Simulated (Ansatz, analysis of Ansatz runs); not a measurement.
# Migration in CsLiBr2 (P4/nmm): Li_i hop between interstitial places, charge +1

Aim: the barrier of one jump in CsLiBr2 (P4/nmm) at charge +1: Li_i hop between interstitial places. The model is a cell of 64 host atoms with 1 Li put in; Li is the atom that moves.

Calculated with Ansatz 0.2.0; plane-wave PAW DFT, PBEsol; nudged elastic band between two relaxed defect structures at fixed charge in a uniform background.

### Step 1. The starting structure

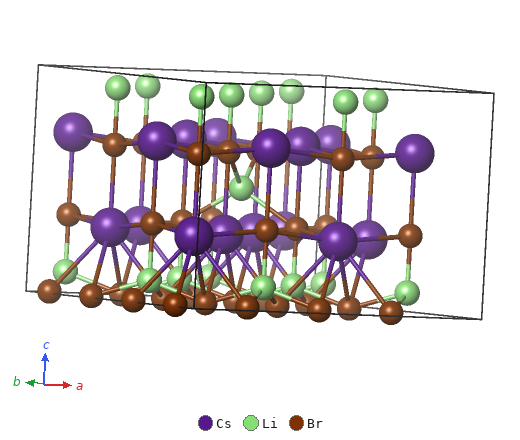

The starting structure, seen slightly off an axis (caesium purple, lithium green, bromine brown).

The cell holds 65 atoms: 16 Cs, 17 Li and 32 Br. Cell: a = 14.446 Å, b = 14.446 Å, c = 9.811 Å, α = 90.0°, β = 90.0°, γ = 90.0°. It derives from CsLiBr2 (space group P4/nmm). Nearest the centre at fractional (0.495, 0.380, 0.491): Li65 at 1.73 Å, Br10 at 2.42 Å, Br43 at 2.42 Å, Cs2 at 2.56 Å, Cs35 at 2.78 Å, Br28 at 4.22 Å, Br57 at 4.35 Å, Br12 at 4.35 Å. The cell carries charge +1.

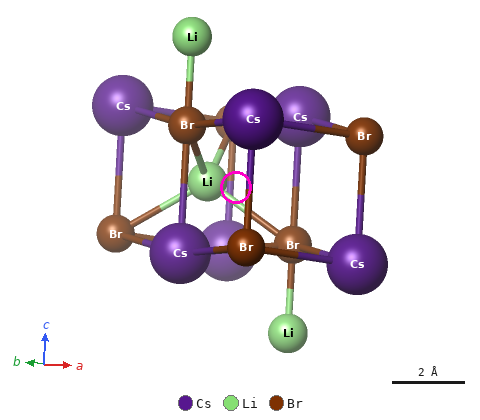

The atoms within 5 Å of the centre. A ring marks the centre wherever it is empty.

The cell's shortest repeat is 9.8 Å.

### Step 2. Relaxation of the start point, charge +1

A barrier is counted from a minimum, so both ends are relaxed first. Small random displacements break the symmetry of the ideal sites, so that the defect can distort if it gains by it. The charge of +1 is set by the electron count, and a uniform background keeps the cell neutral.

File qp1.start/input.yaml:

```yaml
crystal:
  lattice:
    - [10.21487075, 10.21487075, 0.0]
    - [-10.21487075, 10.21487075, 0.0]
    - [0.0, 0.0, 9.81108215]
  atoms:
    - { symbol: Cs, position: [0.125, 0.125, 0.29951371] }
    - { symbol: Cs, position: [0.375, 0.375, 0.29951371] }
    - { symbol: Cs, position: [0.125, 0.375, 0.70048629] }
    - { symbol: Cs, position: [0.375, 0.125, 0.70048629] }
    - { symbol: Li, position: [0.125, 0.375, 0.08388538] }
    - { symbol: Li, position: [0.375, 0.125, 0.08388538] }
    - { symbol: Li, position: [0.125, 0.125, 0.91611462] }
    - { symbol: Li, position: [0.375, 0.375, 0.91611462] }
    - { symbol: Br, position: [0.125, 0.125, 0.66383431] }
    - { symbol: Br, position: [0.375, 0.375, 0.66383431] }
    - { symbol: Br, position: [0.125, 0.375, 0.33616569] }
    - { symbol: Br, position: [0.375, 0.125, 0.33616569] }
    - { symbol: Br, position: [0.0, 0.0, 0.0] }
    - { symbol: Br, position: [0.25, 0.25, 0.0] }
    - { symbol: Br, position: [0.0, 0.25, 0.0] }
    - { symbol: Br, position: [0.25, 0.0, 0.0] }
    - { symbol: Cs, position: [0.125, 0.625, 0.29951371] }
    - { symbol: Cs, position: [0.375, 0.875, 0.29951371] }
    - { symbol: Cs, position: [0.125, 0.875, 0.70048629] }
    - { symbol: Cs, position: [0.375, 0.625, 0.70048629] }
    - { symbol: Li, position: [0.125, 0.875, 0.08388538] }
    - { symbol: Li, position: [0.375, 0.625, 0.08388538] }
    - { symbol: Li, position: [0.125, 0.625, 0.91611462] }
    - { symbol: Li, position: [0.375, 0.875, 0.91611462] }
    - { symbol: Br, position: [0.125, 0.625, 0.66383431] }
    - { symbol: Br, position: [0.375, 0.875, 0.66383431] }
    - { symbol: Br, position: [0.125, 0.875, 0.33616569] }
    - { symbol: Br, position: [0.375, 0.625, 0.33616569] }
    - { symbol: Br, position: [0.0, 0.5, 0.0] }
    - { symbol: Br, position: [0.25, 0.75, 0.0] }
    - { symbol: Br, position: [0.0, 0.75, 0.0] }
    - { symbol: Br, position: [0.25, 0.5, 0.0] }
    - { symbol: Cs, position: [0.625, 0.125, 0.29951371] }
    - { symbol: Cs, position: [0.875, 0.375, 0.29951371] }
    - { symbol: Cs, position: [0.625, 0.375, 0.70048629] }
    - { symbol: Cs, position: [0.875, 0.125, 0.70048629] }
    - { symbol: Li, position: [0.625, 0.375, 0.08388538] }
    - { symbol: Li, position: [0.875, 0.125, 0.08388538] }
    - { symbol: Li, position: [0.625, 0.125, 0.91611462] }
    - { symbol: Li, position: [0.875, 0.375, 0.91611462] }
    - { symbol: Br, position: [0.625, 0.125, 0.66383431] }
    - { symbol: Br, position: [0.875, 0.375, 0.66383431] }
    - { symbol: Br, position: [0.625, 0.375, 0.33616569] }
    - { symbol: Br, position: [0.875, 0.125, 0.33616569] }
    - { symbol: Br, position: [0.5, 0.0, 0.0] }
    - { symbol: Br, position: [0.75, 0.25, 0.0] }
    - { symbol: Br, position: [0.5, 0.25, 0.0] }
    - { symbol: Br, position: [0.75, 0.0, 0.0] }
    - { symbol: Cs, position: [0.625, 0.625, 0.29951371] }
    - { symbol: Cs, position: [0.875, 0.875, 0.29951371] }
    - { symbol: Cs, position: [0.625, 0.875, 0.70048629] }
    - { symbol: Cs, position: [0.875, 0.625, 0.70048629] }
    - { symbol: Li, position: [0.625, 0.875, 0.08388538] }
    - { symbol: Li, position: [0.875, 0.625, 0.08388538] }
    - { symbol: Li, position: [0.625, 0.625, 0.91611462] }
    - { symbol: Li, position: [0.875, 0.875, 0.91611462] }
    - { symbol: Br, position: [0.625, 0.625, 0.66383431] }
    - { symbol: Br, position: [0.875, 0.875, 0.66383431] }
    - { symbol: Br, position: [0.625, 0.875, 0.33616569] }
    - { symbol: Br, position: [0.875, 0.625, 0.33616569] }
    - { symbol: Br, position: [0.5, 0.5, 0.0] }
    - { symbol: Br, position: [0.75, 0.75, 0.0] }
    - { symbol: Br, position: [0.5, 0.75, 0.0] }
    - { symbol: Br, position: [0.75, 0.5, 0.0] }
    - { symbol: Li, position: [0.5, 0.5, 0.5] }
total_charge: 1
basis:
  ecutwfc: 420
  xc_grid: 2
hamiltonian:
  xc: pbesol
kpoints:
  mp_grid: { grid: [1, 1, 1], shift: [0.25, 0.25, 0.25] }
scf:
  occupations: { method: fixed }
  max_iter: 120
output:
  forces: true
relax:
  f_tol: 0.02
  max_steps: 70
  random_displacement: { amplitude: 0.03, seed: 7529 }
```

Launch:

```bash
$ ansatz run input.yaml --threads 4 --pin off --max-ram 14131MiB --backend cpu --events-out ev --progress --plain --runs-dir out
```

Numbers of over 12 decimals in the logs are rounded to 6 here.

What it wrote:

```text
[... repeated set-up lines and file paths are left out, and long positions are rounded to six places ...]
The last accepted step is kept in <dir> (removed where the run ends without a failure and the disk answers)
Engine: ansatz 0.2.0, aarch64-unknown-linux-gnu
Pseudopotentials: kind: paw
Pseudopotential: Cs, paw, valence charge 9, recommended cutoff 420 eV (normal), Cs.paw.azcp
Pseudopotential: Li, paw, valence charge 3, recommended cutoff 420 eV (normal), Li.paw.azcp
Pseudopotential: Br, paw, valence charge 7, recommended cutoff 420 eV (normal), Br.paw.azcp
Functional definition: PBEsol
  exchange = pbesol_x
  correlation = pbesol_c
Crystal: 65 atoms, lattice volume = 2047.447 Å³
Basis set: ecut = 420 eV, 39949 PW (Γ), exchange–correlation on 200×200×144 points (8 copies of the dense FFT grid, shifted against one another)
Bands: 274, of which v1, the nominal top of the filled ones, is band 209 counted from 1 (208 counted from 0)
Symmetry: 1 space group operations
k-points: 1
Non-local potential: Cs, projectors of the file, l = 0: 3, l = 1: 2, l = 2: 2, l = 3: 2
Non-local potential: Li, projectors of the file, l = 0: 3, l = 1: 2, l = 2: 1
Non-local potential: Br, projectors of the file, l = 0: 2, l = 1: 2, l = 2: 2
PAW form: soft (Blöchl's): semilocal exchange-correlation on the pseudo side does not see the compensation charge
PAW frozen core: Cs, regenerated for the run's functional, and the local potential with it (the file was generated under x = pbe(κ = 0.804, μ = 0.219515), c = pbe(β = 0.066725))
PAW frozen core: Br, regenerated for the run's functional, and the local potential with it (the file was generated under x = pbe(κ = 0.804, μ = 0.219515), c = pbe(β = 0.066725))
PAW one-centre angular grid: Cs, 194 points (default); XC on 64 Gauss nodes
PAW one-centre angular grid: Li, 110 points (default); XC on 64 Gauss nodes
PAW one-centre angular grid: Br, 110 points (default); XC on 64 Gauss nodes
Initial density: superposition of atomic densities (neutral atoms scaled as one to the charged cell's electrons: chi_scale 0, normalization atom), corrected by the library's trained network
Initial wavefunctions: pseudopotential atomic-orbital guess
Functional: x = pbesol(κ = 0.804, μ = 0.123457), c = pbesol(β = 0.046)
SCF iter   1: F=—  HF=-180502.648453 eV  |F-HF|=—  |Δ(HF+E_count)|=         —  Δρ=1.51e-3  dr2=6.90e-2  ethr=1.77e-3  ⟨swp⟩=9.0  Hψ=1228  notcnv=0  defer=61
preconditioner: auto → Resta (q_TF=auto, 2.094 Å⁻¹)  ε∞=2.8  [insulator: Δε(μ)=3.763 eV  Ē_g=11.499 eV  n_scr=314 (ndim 8)  ℏωp=15.4 eV  f_vac=0.037  ε∞_Penn≈2.8]
SCF iter   2: F=—  HF=-180502.627512 eV  |F-HF|=—  |Δ(HF+E_count)|=   2.09e-2  Δρ=7.72e-4  dr2=1.60e-2  ethr=1.65e-5  ⟨swp⟩=4.0  Hψ=476  notcnv=0  defer=63
SCF iter   3: F=—  HF=-180502.624999 eV  |F-HF|=—  |Δ(HF+E_count)|=   2.51e-3  Δρ=1.63e-4  dr2=6.79e-4  ethr=3.83e-6  ⟨swp⟩=3.0  Hψ=426  notcnv=0  defer=60
automatic band count: iteration 3 solves 271 bands in place of 274: the levels show a gap, and the empty bands left out lie too high to hold charge; the band table lists the bands solved (type scf.n_extra_bands for more)
SCF iter   4: F=—  HF=-180502.624227 eV  |F-HF|=—  |Δ(HF+E_count)|=   7.73e-4  Δρ=3.49e-5  dr2=4.45e-5  ethr=1.63e-7  ⟨swp⟩=2.0  Hψ=347  notcnv=0  defer=60
iter 5 did not close the SCF: its close was put off for the readings that it lacked (scf_convergence_deferred on its scf_iter line)
SCF iter   5: F=-180502.624247 eV  HF=-180502.624243 eV  |F-HF|=4.01e-6  |Δ(HF+E_count)|=   1.62e-5  Δρ=1.02e-5  dr2=2.82e-6  ethr=1.07e-8  ⟨swp⟩=2.0  Hψ=400  notcnv=0  defer=60
SCF iter   6: F=-180502.624247 eV  HF=-180502.624247 eV  |F-HF|=3.09e-7  |Δ(HF+E_count)|=   4.41e-6  Δρ=2.30e-6  dr2=2.26e-7  ethr=6.76e-10  ⟨swp⟩=2.0  Hψ=839  notcnv=0
SCF 1 converged in 6 iterations: F = -180502.624247 eV  dr2 = 2.26e-7
  greatest PAW one-centre occupation: 1.000 electrons in one spin orbital (limit 2), on the Li atom at site 6 (counted from 0), in its partial waves of l = 0
relax step   1: F+E_penalty+E_count = -180502.62424747 eV  Δ(F+E_penalty+E_count) = +0.000e0 eV  max|allowed force component| = 6.497e-1 eV/Å  Δτ_max = 0.0000 Å  (6 SCF iters, dr2 threshold 1.00e-5 eV, accepted)
[... the SCF cycles and remarks between the steps are left out from here to the last step ...]
relax step   2: F+E_penalty+E_count = -180503.45926674 eV  Δ(F+E_penalty+E_count) = -8.350e-1 eV  max|allowed force component| = 3.942e-1 eV/Å  Δτ_max = 0.1949 Å  (5 SCF iters, dr2 threshold 2.64e-5 eV, accepted)
relax step   3: F+E_penalty+E_count = -180503.78315478 eV  Δ(F+E_penalty+E_count) = -3.239e-1 eV  max|allowed force component| = 1.053e-1 eV/Å  Δτ_max = 0.1961 Å  (5 SCF iters, dr2 threshold 9.71e-6 eV, accepted)
relax step   4: F+E_penalty+E_count = -180503.80533319 eV  Δ(F+E_penalty+E_count) = -2.218e-2 eV  max|allowed force component| = 1.244e-1 eV/Å  Δτ_max = 0.2000 Å  (6 SCF iters, dr2 threshold 7.92e-7 eV, accepted)
relax step   5: F+E_penalty+E_count = -180503.84257814 eV  Δ(F+E_penalty+E_count) = -3.724e-2 eV  max|allowed force component| = 1.113e-2 eV/Å  Δτ_max = 0.0646 Å  (5 SCF iters, dr2 threshold 1.10e-6 eV, accepted)
iter 1 solved again at ethr=2.27e-10 eV; its pass at ethr=3.10e-3 eV (dr2=9.50e-7 eV) is discarded
SCF iter   1: F=—  HF=-180503.842581 eV  |F-HF|=—  |Δ(HF+E_count)|=         —  Δρ=6.39e-6  dr2=9.47e-7  ethr=2.27e-10  ⟨swp⟩=1.0  Hψ=566  notcnv=0  defer=56
automatic band count: iteration 1 solves 271 bands in place of 274: the levels show a gap, and the empty bands left out lie too high to hold charge; the band table lists the bands solved (type scf.n_extra_bands for more)
SCF iter   2: F=—  HF=-180503.842578 eV  |F-HF|=—  |Δ(HF+E_count)|=   3.41e-6  Δρ=3.64e-6  dr2=3.32e-7  ethr=2.26e-10  ⟨swp⟩=2.0  Hψ=425  notcnv=0  defer=56
SCF iter   3: F=-180503.842578 eV  HF=-180503.842578 eV  |F-HF|=2.41e-8  |Δ(HF+E_count)|=   3.85e-7  Δρ=8.63e-7  dr2=2.49e-8  ethr=2.39e-11  ⟨swp⟩=3.0  Hψ=1030  notcnv=0
SCF 6 converged in 3 iterations: F = -180503.842578 eV  dr2 = 2.49e-8
relax step   6: F+E_penalty+E_count = -180503.84257840 eV  Δ(F+E_penalty+E_count) = -2.681e-7 eV  max|allowed force component| = 1.113e-2 eV/Å  Δτ_max = 0.0000 Å  (3 SCF iters, accepted)
SCF converged after 3 iterations
Free energy (F): -180503.842578 eV
Harris-Foulkes:  -180503.842578 eV  (|F-HF|=2.41e-8)
Internal energy: -180503.842578 eV  (E = F + TS)
E sigma→0 (E₀):  -180503.842578 eV
Fermi energy:    2.210081 eV
--- Per-component energies (eV) ---
  E_band       = -2828.572888
  E_kinetic    = 6940.228486
  E_local      = -13615.006734  (includes V_loc(G=0)·N_el)
  E_nonlocal   = 2193.294561
  E_hartree    = 4089.254327
  E_xc         = -11336.779377
  E_vxc        = -5606.530900  (∫ρ·V_xc dr)
  E_paw        = -150559.151545  (= ΣΔE_a)
  E_vpaw       = -919.068282  (= ΣTr[D̂ρ^β])
  E_aug_tail   = 0.000207  (compensation charges beyond the density's cutoff)
  E_ewald      = -18220.941716
  E_core_change = 5.259212  (= ΣΔE_core)
  E_smearing   = -0.000000  (= −TS)
  E_closure    = 0.000000  (closes the sum)
  E_deformation_potential = 10.533148  (in the stress; not in F)
  Σ components = -180503.842578   (vs F -180503.842578, Δ=0.00e0)
--- Forces (eV/Å), atoms counted from 1 ---
  atom   1  Cs     0.00031683    -0.00406442    -0.00085858
  atom   2  Cs    -0.00058546     0.00450417    -0.00125762
  [... 7 atoms left out ...]
  atom  10  Br     0.00086173    -0.00509667    -0.00745733
  [... 1 atom left out ...]
  atom  12  Br    -0.00323491     0.00314612    -0.00032644
  [... 15 atoms left out ...]
  atom  28  Br    -0.00289283    -0.00160604     0.00892915
  [... 6 atoms left out ...]
  atom  35  Cs    -0.00226197    -0.00079502    -0.00230952
  [... 1 atom left out ...]
  atom  37  Li     0.00090983     0.00121733     0.00202408
  [... 5 atoms left out ...]
  atom  43  Br     0.00596148    -0.00036435     0.00863591
  [... 5 atoms left out ...]
  atom  49  Cs    -0.00013718    -0.00275117    -0.00197997
  [... 7 atoms left out ...]
  atom  57  Br     0.00141118     0.00180161    -0.00862972
  [... 7 atoms left out ...]
  atom  65  Li    -0.00124211     0.00358820     0.00148586
  max |Σ_I F_I| component: 3.53e-6 eV/Å
--- Relaxed structure (6 steps of the walk, 6 accepted, 0 SCFs on fresh bases) ---
  F+E_penalty+E_count = -180503.84257840 eV   max|allowed force component| = 1.113e-2 eV/Å
  atoms:
    - { symbol: Cs, position: [0.122118, 0.122272, 0.298918] }
    - { symbol: Cs, position: [0.360739, 0.360972, 0.278458] }
    [... 7 atoms left out ...]
    - { symbol: Br, position: [0.394347, 0.394623, 0.645799] }
    [... 1 atom left out ...]
    - { symbol: Br, position: [0.373425, 0.121155, 0.332356] }
    [... 15 atoms left out ...]
    - { symbol: Br, position: [0.394320, 0.605579, 0.354308] }
    [... 6 atoms left out ...]
    - { symbol: Cs, position: [0.638878, 0.361178, 0.721860] }
    [... 1 atom left out ...]
    - { symbol: Li, position: [0.620204, 0.379556, 0.093999] }
    [... 5 atoms left out ...]
    - { symbol: Br, position: [0.605175, 0.394708, 0.354262] }
    [... 5 atoms left out ...]
    - { symbol: Cs, position: [0.638811, 0.639184, 0.278581] }
    [... 7 atoms left out ...]
    - { symbol: Br, position: [0.605142, 0.605576, 0.645949] }
    [... 7 atoms left out ...]
    - { symbol: Li, position: [0.499705, 0.499989, 0.499993] }
```

It took 1.8 min on 4 threads of Arm Neoverse V1, shared host; peak memory 2.7 GiB.

The steps of the relaxation:

```
step  energy less that of the first step (eV)  largest force component (eV/Å)
   1                                   0.0000                          0.6497
   2                                  -0.8350                          0.3942
   3                                  -1.1589                          0.1053
   4                                  -1.1811                          0.1244
   5                                  -1.2183                          0.0111
   6                                  -1.2183                          0.0111
```

The atoms that moved most (Å, from the sites as typed, ahead of the random displacement, the mean shift of all atoms taken out):

```
atom      dx      dy      dz  length
Br43  -0.402   0.000   0.177   0.439
Br57  -0.002  -0.400  -0.176   0.437
Br10  -0.001   0.399  -0.178   0.437
Br28   0.398   0.000   0.177   0.436
 Cs2   0.000  -0.288  -0.207   0.355
Cs20  -0.287  -0.001   0.207   0.354
Cs35   0.285   0.001   0.209   0.354
Cs49  -0.002   0.287  -0.206   0.353
```

Neighbours of Li65 at the end:

```
atom  distance (Å)
Br43         2.584
Br10         2.585
Br28         2.586
Br57         2.588
 Cs2         3.576
Cs20         3.577
Cs49         3.578
Cs35         3.578
```

This step gave:

| Quantity | Value |
| --- | --- |
| free energy | -180503.8426 eV |
| r.m.s. move of the farther half of the atoms | 0.06538 Å |
| largest move from the ideal geometry of this structure, a common shift of the far atoms taken out | 0.4392 Å |

The relaxation gained 1.218 eV and ended with a largest force component of 0.011 eV/Å.

[end of part 1 of 4]

[Logs are printed without paths, hosts, clocks, repeated set-up lines and the standing remarks that a program may print on its own settings, such as how far it seeks lower states.]

[Hosts, paths, dates, database ids (printed as entryN), source tags and the programs' standing remarks are cut or masked in the printed files.]
